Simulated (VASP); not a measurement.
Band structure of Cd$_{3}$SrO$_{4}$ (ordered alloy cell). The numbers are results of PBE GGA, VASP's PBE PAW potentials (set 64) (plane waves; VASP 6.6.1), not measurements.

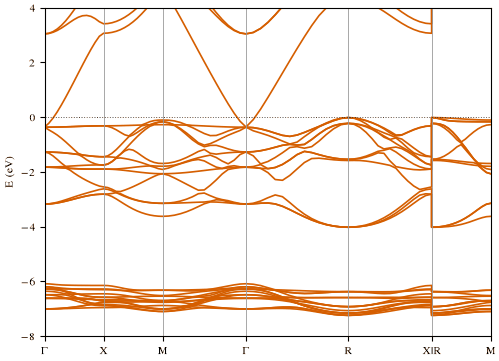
Fig. 1. Bands along high-symmetry lines, zero at the valence-band maximum or, without a gap, the Fermi level

Read the plot: is there a gap, and where are the band edges?

It has no gap at this level: it comes out as a metal or semimetal. (Edges off the drawn lines would not show.)

The structure was generated: Cd3SrO4 was put into an ordered model structure (Pm-3m), which need not be its known phase. It was relaxed first.
